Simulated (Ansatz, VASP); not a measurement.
# GaN: VASP beside Ansatz, part 2 of 2

Aim: how closely do two programs agree when they are given the same cell, functional and k mesh? The cell is taken from a series of VASP runs on this material, whose earlier steps may have relaxed, scaled or displaced it; both programs get it as it stands. Valence electrons are named where the data sets of a main pair hold unlike numbers.

VASP 6.6.1 and Ansatz 0.2.0.

So far. Step 2 (VASP: band structure, PBE): The run ends at a pressure of 3.13 GPa, with forces up to 0.0048 eV/Å.

## 5. Ansatz: band structure, LDA, spin-orbit coupling

Level of this step: Ansatz beside VASP: Kohn-Sham DFT, plane waves, LDA, spin-orbit coupling (Ansatz).

Levels along a path test the potential and the projectors away from the mesh points.

The cell is taken from a series of VASP runs on this material, whose earlier steps may have relaxed, scaled or displaced it; both programs get it as it stands.

Input file input.yaml:

```yaml
crystal:
  lattice:
    - [3.1972, 0.0, 0.0]
    - [-1.5986, 2.768856421, 0.0]
    - [0.0, 0.0, 5.207]
  atoms:
    - { symbol: Ga, position: [0.3333333333, 0.6666666667, 0.0916875968] }
    - { symbol: Ga, position: [0.6666666667, 0.3333333333, 0.5916875968] }
    - { symbol: "N", position: [0.3333333333, 0.6666666667, 0.4683124032] }
    - { symbol: "N", position: [0.6666666667, 0.3333333333, 0.9683124032] }
hamiltonian:
  xc: lda
  pseudopotentials: { kind: paw_fr }
magnetization:
  noncollinear: true
  spin_orbit: true
kpoints:
  mp_grid: { grid: [8, 8, 4] }
  band_path:
    path:
      - [0.0, 0.0, 0.0]
      - [0.16667, 0.0, 0.0]
      - [0.33333, 0.0, 0.0]
      - [0.5, 0.0, 0.0]
      - [0.46296, 0.07407, 0.0]
      - [0.40741, 0.18519, 0.0]
      - [0.35185, 0.2963, 0.0]
      - [0.2963, 0.2963, 0.0]
      - [0.18519, 0.18519, 0.0]
      - [0.07407, 0.07407, 0.0]
      - [0.0, 0.0, 0.0]
      - [0.0, 0.0, 0.16667]
      - [0.0, 0.0, 0.33333]
      - [0.0, 0.0, 0.5]
      - [0.11111, 0.0, 0.5]
      - [0.33333, 0.0, 0.5]
      - [0.5, 0.0, 0.5]
      - [0.46296, 0.07407, 0.5]
      - [0.40741, 0.18519, 0.5]
      - [0.35185, 0.2963, 0.5]
      - [0.2963, 0.2963, 0.5]
      - [0.18519, 0.18519, 0.5]
      - [0.07407, 0.07407, 0.5]
      - [0.5, 0.0, 0.5]
      - [0.5, 0.0, 0.33333]
      - [0.5, 0.0, 0.16667]
      - [0.5, 0.0, 0.0]
      - [0.33333, 0.33333, 0.11111]
      - [0.33333, 0.33333, 0.27778]
      - [0.33333, 0.33333, 0.5]
    npoints: 1
scf:
  occupations: { method: gaussian, width: 0.03 }
  n_extra_bands: 16
output:
  forces: true
  stress: true
  eigenvalues: true
  write_density: true
  write_potential: true
  elf: true
  volumetric_format: npy
```

Run with:

```console
$ ansatz run input.yaml --threads 2 --pin off --max-ram 4608MiB --backend cpu --events-out ev --progress --plain --runs-dir out
```

Numbers of over 12 decimals in the logs are rounded to 6 here.

Log:

```text
[...]
non-collinear run that drives no moment, with spin-orbit: no starting moment large enough to seed its density (crystal.atoms[].spin), no starting occupations that ask for one, no magnetisation constraint and no magnetic field, so the semilocal B_xc is pinned to zero
Crystal: 4 atoms, lattice volume = 46.095 Å³
Basis set: ecut = 420 eV, 917 PW (Γ)
[...]
k-point 1: bands = [... 32 lower, 9.0265, 9.0265, 9.0381, 9.0381, 12.2250, 12.2250, 13.3921, 13.3921, ... 12 higher]
  k-point 2: bands = [... 32 lower, 8.6702, 8.6702, 8.6702, 8.6702, 13.3150, 13.3150, 13.3150, 13.3150, ... 12 higher]
  k-point 29: bands = [... 32 lower, 7.6761, 7.6761, 7.6880, 7.6880, 15.0530, 15.0530, 15.0775, 15.0775, ... 12 higher]
[key lines of the parts left out:]
SCF converged after 8 iterations
Magnetization: |M| = 0.0000 μB,  M = (+0.0000, +0.0000, +0.0000) μB
Free energy (F): -8164.288671 eV
Fermi energy:    10.118101 eV
P = ⅓ Tr σ = -7.7685 GPa (-77.685 kbar)
```

Wall time 26 s (2 threads of Arm Neoverse V1, shared host); peak memory 0.5 GiB.

## 6. VASP: band structure, LDA, spin-orbit coupling

The same cell, functional (in two slightly different forms), mesh and smearing now go to VASP, with its own data sets.

Input file INCAR:

```
SYSTEM = GaN
PREC = Accurate
ENCUT = 460
EDIFF = 1E-06
NELM = 100
ISMEAR = 0
SIGMA = 0.03
LREAL = .FALSE.
ALGO = Normal
GGA = CA
LNONCOLLINEAR = .TRUE.
MAGMOM = 0 0 0 0 0 0 0 0 0 0 0 0
NBANDS = 48
GGA_COMPAT = .FALSE.
LASPH = .TRUE.
LSORBIT = .TRUE.
LORBIT = 11
LWAVE = .FALSE.
LCHARG = .FALSE.
KPAR = 8
```

Input file POSCAR:

```
GaN
1.0
    3.1972000000      0.0000000000      0.0000000000
   -1.5986000000      2.7688564210      0.0000000000
    0.0000000000      0.0000000000      5.2070000000
Ga N
2 2
Direct
    0.3333333333      0.6666666667      0.0916875968
    0.6666666667      0.3333333333      0.5916875968
    0.3333333333      0.6666666667      0.4683124032
    0.6666666667      0.3333333333      0.9683124032
```

Input file KPOINTS:

```
Automatic mesh
0
Gamma
8 8 4
0 0 0
```

Input file KPOINTS_OPT:

```
Line mode
10
Line-mode
Reciprocal
  0.00000000   0.00000000   0.00000000 GAMMA
  0.50000000   0.00000000   0.00000000 M

  0.50000000   0.00000000   0.00000000 M
  0.33333333   0.33333333   0.00000000 K

  0.33333333   0.33333333   0.00000000 K
  0.00000000   0.00000000   0.00000000 GAMMA

  0.00000000   0.00000000   0.00000000 GAMMA
  0.00000000   0.00000000   0.50000000 A

  0.00000000   0.00000000   0.50000000 A
  0.50000000   0.00000000   0.50000000 L

  0.50000000   0.00000000   0.50000000 L
  0.33333333   0.33333333   0.50000000 H

  0.33333333   0.33333333   0.50000000 H
  0.00000000   0.00000000   0.50000000 A

  0.50000000   0.00000000   0.50000000 L
  0.50000000   0.00000000   0.00000000 M

  0.33333333   0.33333333   0.00000000 K
  0.33333333   0.33333333   0.50000000 H
```

Potentials, in the order of the species: Ga_d and N (LDA family, release 64).

Run with:

```console
$ mpirun -np 8 vasp_ncl
```

Log:

```text
[banner, memory and clock lines left out]
running    8 mpi-ranks, on    1 nodes
[...]
[... a notice as in an earlier step ...]

 LDA part: xc-table for (Slater(with rela. corr.)+CA(PZ))
 , standard interpolation
 POSCAR, INCAR and KPOINTS ok, starting setup
[...]
entering main loop
       N       E                     dE             d eps       ncg     rms          rms(c)
DAV:   1     0.373566642992E+03    0.37357E+03   -0.15102E+04  4408   0.259E+03
DAV:   2     0.428121736142E+02   -0.33075E+03   -0.30863E+03  3920   0.669E+02
DAV:   3    -0.268582298206E+02   -0.69670E+02   -0.67593E+02  4424   0.205E+02
DAV:   4    -0.317572799273E+02   -0.48991E+01   -0.48526E+01  4976   0.577E+01
[...]
DAV:  13    -0.278890394105E+02   -0.24910E-05   -0.75044E-05  4160   0.842E-02    0.315E-02
DAV:  14    -0.278890356345E+02    0.37760E-05   -0.18365E-05  5312   0.546E-02    0.609E-03
DAV:  15    -0.278890350248E+02    0.60977E-06   -0.56002E-06  4736   0.382E-02
   1 F= -.27889035E+02 E0= -.27889035E+02  d E =-.166318E-21  mag=    -0.0000     0.0000    -0.0000
 Start KPOINTS_OPT (optional k-point list driver)
k-point batch [1-40\90]
       N       E                     dE             ncg
DAV:   1     0.881272251827E+04   -0.17652E+05     4504
DAV:   2    -0.426656286790E+04   -0.13079E+05     3920
DAV:   3    -0.689385119602E+04   -0.26273E+04     4576
DAV:   4    -0.706768698789E+04   -0.17384E+03     4616
DAV:   5    -0.707352181159E+04   -0.58348E+01     4816
DAV:   6    -0.707367932512E+04   -0.15751E+00     5152
DAV:   7    -0.707368392294E+04   -0.45978E-02     5160
DAV:   8    -0.707368398062E+04   -0.57679E-04     5056
DAV:   9    -0.707368398161E+04   -0.98776E-06     3032
[...]
k-point batch [81-90\90]
       N       E                     dE             ncg
DAV:   1     0.368834371262E+05   -0.12052E+05     1104
DAV:   2     0.336563590639E+05   -0.32271E+04      960
DAV:   3     0.330066940861E+05   -0.64966E+03     1080
DAV:   4     0.329617440587E+05   -0.44950E+02     1256
DAV:   5     0.329608167659E+05   -0.92729E+00     1064
DAV:   6     0.329607762642E+05   -0.40502E-01     1392
DAV:   7     0.329607752941E+05   -0.97011E-03     1208
DAV:   8     0.329607752840E+05   -0.10113E-04     1312
DAV:   9     0.329607752839E+05   -0.14055E-06      712
```

OUTCAR, selected parts (step 6):

```text
  Total       -2.0622473     -2.0622473     -1.9808767      0.0000000      0.0000000     -0.0000000
  in kB      -71.6792601    -71.6792601    -68.8509915      0.0000000      0.0000000     -0.0000000
  external PRESSURE =     -70.7365039 kB  Pullay stress =       0.0000000 kB

 POSITION                                       TOTAL-FORCE (eV/Angst)
 -----------------------------------------------------------------------------------
     -0.00000      1.84590      0.47742         0.000000     -0.000000     -0.002965
      1.59860      0.92295      3.08092         0.000000      0.000000     -0.002965
     -0.00000      1.84590      2.43850         0.000000      0.000000      0.002965
      1.59860      0.92295      5.04200        -0.000000     -0.000000      0.002965
 -----------------------------------------------------------------------------------
    total drift:                               -0.000000      0.000000      0.001243

  FREE ENERGIE OF THE ION-ELECTRON SYSTEM (eV)
  ---------------------------------------------------
  free  energy   TOTEN  =       -27.8890350248 eV

  energy  without entropy=      -27.8890350248  energy(sigma->0) =      -27.88903502

 magnetization (x)
# of ion       s       p       d       tot
------------------------------------------
    1       -0.000   0.000  -0.000  -0.000
    2        0.000   0.000   0.000   0.000
    3        0.000   0.000   0.000   0.000
    4        0.000   0.000   0.000   0.000
--------------------------------------------------
tot          0.000   0.000   0.000   0.000

 magnetization (y)
# of ion       s       p       d       tot
------------------------------------------
    1       -0.000   0.000   0.000  -0.000
    2        0.000   0.000   0.000   0.000
    3        0.000   0.000   0.000   0.000
    4        0.000   0.000   0.000   0.000
--------------------------------------------------
tot         -0.000   0.000   0.000   0.000

 magnetization (z)
# of ion       s       p       d       tot
------------------------------------------
    1        0.000   0.000   0.000   0.000
    2        0.000   0.000   0.000   0.000
    3       -0.000  -0.000   0.000  -0.000
    4       -0.000   0.000   0.000  -0.000
--------------------------------------------------
tot         -0.000   0.000   0.000  -0.000

[... 1 part as in an earlier step ...]

[... 2 further parts left out ...]
[key lines of the parts left out:]
E-fermi :   5.1635
```

The run ends at a pressure of -7.07 GPa, with forces up to 0.0030 eV/Å.

## 7. Side by side

What differs besides the data sets and the points named for the pairs above, as far as they apply: spin-orbit coupling enters by fully relativistic files in Ansatz and inside the spheres in VASP; the two LDA forms differ slightly; VASP's log shows a relativistic correction to its local exchange, Ansatz's none. Total energies have different zeros and are not compared.

Both answers:

| quantity | Ansatz | VASP | difference |
| --- | --- | --- | --- |
| pressure (GPa) | -7.77 | -7.07 | -0.69 |
| pressure without Ansatz's Pulay correction (GPa) | -8.41 | -7.07 | -1.34 |
| gap over the path points (eV) | 1.847 | 1.864 | -0.017 |

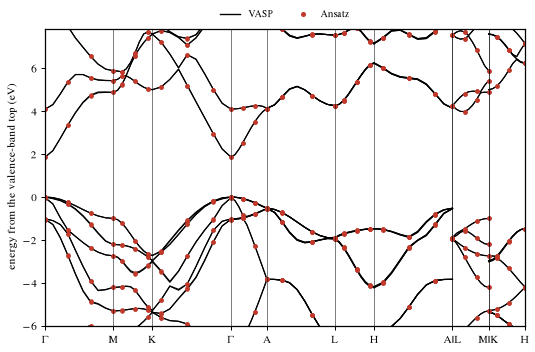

Bands from VASP (lines) and levels from Ansatz (dots). Dots without a line are higher empty bands that the VASP plot leaves out.

Levels at points of the path, from each program's valence-band top (eV; 8 filled, then empty):

| k (reciprocal lattice) | Ansatz | VASP |
| --- | --- | --- |
| 0.000 0.000 0.000 | -1.02 -1.02 -0.05 -0.05 -0.01 -0.01 0.00 0.00 1.85 1.85 4.08 4.08 8.98 8.98 | -1.02 -1.02 -0.05 -0.05 -0.01 -0.01 0.00 0.00 1.86 1.86 4.10 4.10 8.99 8.99 |
| 0.167 0.000 0.000 | -1.74 -1.72 -1.55 -1.54 -0.34 -0.32 -0.25 -0.24 3.34 3.35 5.34 5.36 7.94 7.95 | -1.73 -1.72 -1.55 -1.54 -0.34 -0.32 -0.25 -0.24 3.35 3.36 5.36 5.37 7.94 7.95 |
| 0.333 0.000 0.000 | -3.92 -3.91 -2.38 -2.38 -1.29 -1.25 -0.76 -0.75 4.71 4.75 5.54 5.55 6.55 6.56 | -3.92 -3.90 -2.38 -2.38 -1.29 -1.25 -0.76 -0.75 4.72 4.75 5.54 5.55 6.55 6.56 |
| 0.500 0.000 0.000 | -4.21 -4.21 -2.74 -2.74 -2.21 -2.21 -1.00 -1.00 4.88 4.88 5.41 5.41 5.89 5.89 | -4.21 -4.21 -2.74 -2.74 -2.22 -2.22 -1.00 -1.00 4.88 4.88 5.42 5.42 5.88 5.88 |
| 0.463 0.074 0.000 | -4.18 -4.18 -3.00 -2.98 -2.24 -2.24 -1.22 -1.22 5.24 5.25 5.62 5.63 5.83 5.83 | -4.18 -4.18 -3.00 -2.98 -2.24 -2.24 -1.22 -1.22 5.24 5.25 5.63 5.63 5.83 5.83 |
| 0.407 0.185 0.000 | -4.35 -4.34 -3.58 -3.52 -2.42 -2.41 -2.04 -2.04 5.39 5.39 6.59 6.59 6.70 6.71 | -4.35 -4.34 -3.58 -3.53 -2.42 -2.41 -2.04 -2.04 5.38 5.39 6.60 6.60 6.71 6.72 |
| 0.352 0.296 0.000 | -5.14 -5.13 -3.20 -3.17 -2.81 -2.79 -2.68 -2.67 5.04 5.04 7.41 7.41 7.67 7.68 | -5.14 -5.13 -3.20 -3.17 -2.81 -2.79 -2.68 -2.67 5.03 5.03 7.42 7.42 7.69 7.69 |
| 0.296 0.296 0.000 | -4.80 -4.79 -3.48 -3.43 -2.58 -2.57 -2.54 -2.51 5.13 5.14 7.20 7.21 7.74 7.74 | -4.80 -4.79 -3.48 -3.44 -2.58 -2.57 -2.54 -2.51 5.12 5.13 7.22 7.22 7.75 7.76 |
| 0.185 0.185 0.000 | -4.06 -4.06 -2.76 -2.75 -1.26 -1.26 -1.12 -1.09 5.18 5.19 6.63 6.63 7.07 7.07 | -4.05 -4.05 -2.76 -2.75 -1.26 -1.26 -1.12 -1.08 5.19 5.21 6.63 6.63 7.08 7.08 |
| 0.074 0.074 0.000 | -1.55 -1.55 -1.06 -1.05 -0.22 -0.20 -0.19 -0.18 2.92 2.93 4.99 5.00 8.57 8.58 | -1.55 -1.55 -1.06 -1.04 -0.22 -0.20 -0.19 -0.18 2.94 2.94 5.00 5.01 8.57 8.58 |

Among the levels compared at these points, filled levels agree within 6 meV and empty ones within 17 meV. Ansatz's pressure holds a Pulay correction of 0.64 GPa; VASP's holds none.

## 8. VASP: dielectric response, LDA

The response to a field tests empty states and converges slowly with the mesh.

Input file INCAR:

```
SYSTEM = GaN
PREC = Accurate
ENCUT = 460
EDIFF = 1E-08
NELM = 100
ISMEAR = 0
SIGMA = 0.01
LREAL = .FALSE.
ALGO = Normal
GGA = CA
NBANDS = 24
LORBIT = 11
LWAVE = .FALSE.
LCHARG = .FALSE.
KPAR = 8
LEPSILON = .TRUE.
LPEAD = .TRUE.
```

POSCAR is that of step 6.

Input file KPOINTS:

```
Automatic mesh
0
Gamma
10 10 6
0 0 0
```

Run with:

```console
$ mpirun -np 8 vasp_std
```

Log:

```text
[... set-up lines as in an earlier step ...]
 entering main loop
       N       E                     dE             d eps       ncg     rms          rms(c)
DAV:   1     0.256448340334E+03    0.25645E+03   -0.16965E+04  2824   0.257E+03
DAV:   2    -0.113333579561E+01   -0.25758E+03   -0.24681E+03  3064   0.487E+02
DAV:   3    -0.310244970459E+02   -0.29891E+02   -0.29646E+02  3096   0.135E+02
DAV:   4    -0.318636217667E+02   -0.83912E+00   -0.83791E+00  3472   0.254E+01
[...]
DAV:  20    -0.278781499630E+02    0.40130E-06   -0.13847E-06  4568   0.113E-02    0.209E-03
DAV:  21    -0.278781499686E+02   -0.55870E-08   -0.17086E-07  3848   0.305E-03    0.183E-04
DAV:  22    -0.278781499749E+02   -0.62391E-08   -0.13422E-08  1968   0.821E-04
   1 F= -.27878150E+02 E0= -.27878150E+02  d E =-.101102E-22
 Linear response reoptimize wavefunctions to high precision
DAV:   1    -0.278781499768E+02   -0.19754E-08   -0.18637E-09  1552   0.330E-04
DAV:   2    -0.278781499769E+02   -0.64574E-10   -0.29952E-10  1392   0.138E-04
 Linear response to external field (no local field effect), progress :
[...]
RMM:  11    -0.640400315687E+00   -0.47093E-06    0.51509E-08 16022   0.290E-04    0.158E-05
RMM:  12    -0.640401514481E+00   -0.11988E-05    0.13797E-07 11695   0.105E-04    0.454E-06
 change of polarisation eV/A/(eV/A) component  2 :    -0.186     1.214    -0.000
 dielectric tensor                  component  2 :    -0.731     5.766    -0.000
 Linear response to external field, progress :
  Direction:   3
       N       E                     dE             d eps       ncg     rms          rms(c)
RMM:   1    -0.110211750040E+00   -0.11021E+00    0.34729E+00  2287   0.927E+00
RMM:   2    -0.645196404528E+00   -0.53498E+00   -0.11789E-01  3215   0.203E+00    0.124E+00
RMM:   3    -0.643310945318E+00    0.18855E-02   -0.25692E-02  4665   0.828E-01    0.706E-01
RMM:   4    -0.661037543103E+00   -0.17727E-01   -0.13140E-02  5400   0.735E-01    0.511E-02
[...]
RMM:  10    -0.662461652297E+00    0.46235E-05   -0.42780E-07  5462   0.672E-04    0.938E-05
RMM:  11    -0.662462243394E+00   -0.59110E-06   -0.21397E-07  5292   0.244E-04    0.142E-05
RMM:  12    -0.662463538304E+00   -0.12949E-05   -0.55262E-08  3265   0.831E-05    0.300E-06
 change of polarisation eV/A/(eV/A) component  3 :    -0.137    -0.104     1.258
 dielectric tensor                  component  3 :    -0.536    -0.407     5.939
 Born effective charges drift removed
```

OUTCAR, selected parts (step 8):

```text
  Total       -2.1711322     -2.1711322     -2.0840199      0.0000000      0.0000000     -0.0000000
  in kB      -75.4638620    -75.4638620    -72.4360262      0.0000000      0.0000000     -0.0000000
  external PRESSURE =     -74.4545834 kB  Pullay stress =       0.0000000 kB

 POSITION                                       TOTAL-FORCE (eV/Angst)
 -----------------------------------------------------------------------------------
     -0.00000      1.84590      0.47742         0.000000      0.000000     -0.003304
      1.59860      0.92295      3.08092        -0.000000     -0.000000     -0.003304
     -0.00000      1.84590      2.43850        -0.000000      0.000000      0.003304
      1.59860      0.92295      5.04200         0.000000     -0.000000      0.003304
 -----------------------------------------------------------------------------------
    total drift:                               -0.000000      0.000000      0.001240

 MACROSCOPIC STATIC DIELECTRIC TENSOR (including local field effects in DFT)
 ------------------------------------------------------
           5.768074    -0.000000     0.000000
          -0.000000     5.768074     0.000000
          -0.000000     0.000000     5.939333
 ------------------------------------------------------

[... 1 part as in an earlier step ...]

[... 1 further part left out ...]
```

Energies printed during the response cycles are not total energies of the cell. The dielectric response converges more slowly with the mesh than energies do, so tensor and charges may still move on a finer one.

## 9. Ansatz: dielectric response, LDA

The same cell, functional (in two slightly different forms) and mesh now go to Ansatz, which takes its cutoff from its data sets.

The cell is taken from a series of VASP runs on this material, whose earlier steps may have relaxed, scaled or displaced it; both programs get it as it stands.

Input file input.yaml:

```yaml
crystal:
  lattice:
    - [3.1972, 0.0, 0.0]
    - [-1.5986, 2.768856421, 0.0]
    - [0.0, 0.0, 5.207]
  atoms:
    - { symbol: Ga, position: [0.3333333333, 0.6666666667, 0.0916875968] }
    - { symbol: Ga, position: [0.6666666667, 0.3333333333, 0.5916875968] }
    - { symbol: "N", position: [0.3333333333, 0.6666666667, 0.4683124032] }
    - { symbol: "N", position: [0.6666666667, 0.3333333333, 0.9683124032] }
hamiltonian:
  xc: lda
  pseudopotentials: { kind: paw }
kpoints:
  mp_grid: { grid: [10, 10, 6] }
scf:
  occupations: { method: fixed }
dielectric:
  method: response
```

Run with:

```console
$ ansatz run input.yaml --threads 2 --pin off --max-ram 4608MiB --backend cpu --events-out ev --progress --plain --runs-dir out
```

Log:

```text
[...]
Crystal: 4 atoms, lattice volume = 46.095 Å³
Basis set: ecut = 420 eV, 917 PW (Γ), exchange–correlation on 48×48×72 points (8 copies of the dense FFT grid, shifted against one another)
Bands: 22, of which v1, the nominal top of the filled ones, is band 18 counted from 1 (17 counted from 0)
Symmetry: 12 space group operations
k-points: 172 of 600 (irreducible under 2 space group operations, time reversal used)
[...]
0.00000    2.60699   -0.00000
[...]
site 2:
[...]
-0.00000   -0.00000   -2.74553
    site 3:
        -2.60699   -0.00000   -0.00000
        -0.00000   -2.60699    0.00000
         0.00000   -0.00000   -2.74553
  Z* charge neutrality: 1.906e-3 e pre-enforcement
  solved inside a basis spanned on kpoints, on 14×14×8 k-points, its susceptibility summed on 18×18×10: ε∞ is read to err by 2.1e-2, Z* by 1.5e-2 e (field_mesh: kpoints solves on kpoints); Z* is corrected for what the basis lacks
[key lines of the parts left out:]
SCF converged after 9 iterations
Free energy (F): -8164.142015 eV
Fermi energy:    9.190824 eV
```

Run time: 3.4 min. Hardware: 2 threads; peak memory 1.4 GiB; 4.9 min of CPU time.

## 10. Differences

What differs besides the data sets and the points named for the pairs above, as far as they apply: VASP's response is taken on the typed mesh, Ansatz refines its own for the field response alone. Total energies have different zeros and are not compared.

Compared:

| quantity | Ansatz | VASP | difference |
| --- | --- | --- | --- |
| ε∞ xx | 5.85 | 5.77 | +1.40 % |
| ε∞ yy | 5.85 | 5.77 | +1.40 % |
| ε∞ zz | 6.02 | 5.94 | +1.37 % |
| Born charge of Ga1 (mean of the diagonal) (e) | 2.65 | 2.64 | +0.01 |
| Born charge of N3 (mean of the diagonal) (e) | -2.65 | -2.64 | -0.01 |

## 11. Results

```json
{
 "largest difference of a filled level at the path points (band structure, PBE)": "2.7 meV",
 "largest difference of a filled level at the path points (band structure, LDA, spin-orbit coupling)": "6.3 meV",
 "difference in pressure (band structure, LDA, spin-orbit coupling)": "-0.69 GPa",
 "difference in ε∞ xx (dielectric response, LDA)": "1.4 %"
}
```

What this shows: The difference in pressure is -0.69 GPa (band structure, LDA, spin-orbit coupling), within the 1 GPa picked in this series as the mark of a large difference. 4 further runs of this series are not shown here. How closely two codes agree says nothing of how well the functional describes the real material.

[Lines on the potential files, build, host, timing and source positions are cut from VASP's logs without a mark.]

[Logs are printed without paths, hosts, clocks, repeated set-up lines and the standing remarks that a program may print on its own settings, such as how far it seeks lower states.]

[Hosts, paths, dates, database ids (printed as entryN), source tags and the programs' standing remarks are cut or masked in the printed files.]
